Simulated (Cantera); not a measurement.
A closed system holds: 1 mol Al, 2.9 mol H₂O, a varied amount of CO, held at 1498 K and 0.133 bar.

Cantera equilibrium calculation (NASA polynomials, part measured and part estimated; ideal gas, pure solids and liquids). Candidate condensed phases: Al, Al₂O₃, C, C₆H₆, C₇H₈, C₈H₁₈, H₂O; 121 gas species. Gases not in the tables: Al(OH)₃. The numbers say what is thermodynamically allowed, not how fast it happens.

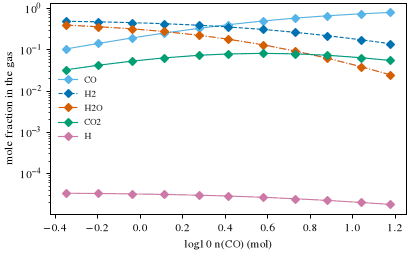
Fig. 1. Equilibrium gas composition (values under 1e-9 drawn at 1e-9)

From 0.45 mol CO to 15 mol CO the condensed part is Al₂O₃(s).
